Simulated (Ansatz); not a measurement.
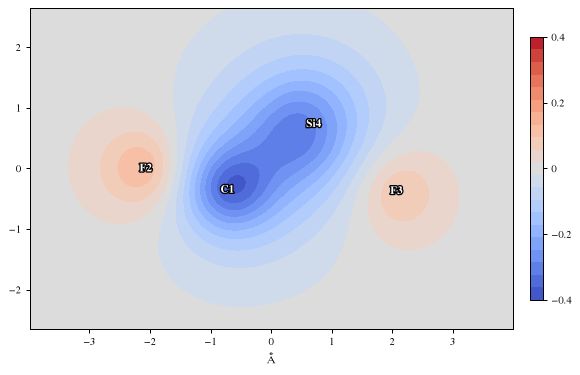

Figure 1: CF₂Si (charge −1, doublet). The HOMO (β) on a plane 0.8 Å above the molecular plane (values in Å⁻³ᐟ²; the overall sign is arbitrary).

Geometry: BLYP-D3(BJ)/def2-SVPD.

Computed with isolated molecule in a Gaussian basis; Kohn-Sham density functional theory, functional PBE0 in Ansatz.

Input

```
crystal:
  periodic: [false, false, false]
  atoms:
    - symbol: C
      position_ang: [-0.192028, 1.168041, -0.417226]
    - symbol: F
      position_ang: [0.603381, 0.495555, -1.349455]
    - symbol: F
      position_ang: [-1.400600, 2.150643, 1.891018]
    - symbol: Si
      position_ang: [-0.144954, 1.044147, 1.368416]
basis:
  gaussian: {orbitals: def2-TZVPD}
hamiltonian: {xc: {name: PBE0}}
total_charge: -1
magnetization: {spin_polarized: true, initial_magnetization: 1}
output: {forces: true, orbitals: {seedname: orbitals}}
```

Run with:

```sh
ansatz run input.yaml --threads 1 --pin off --max-ram 2610MiB --events-out events.jsonl --progress --plain --runs-dir runs
```

> Where does this orbital lie, and at what energy?

Its weight (Hirshfeld) is mainly on Si4 (about 50 %), C1 (about 40 %) and F2 (about 10 %); it changes sign across the molecular plane (π type); π-bonding across C1–Si4. Its energy is −0.22 eV.
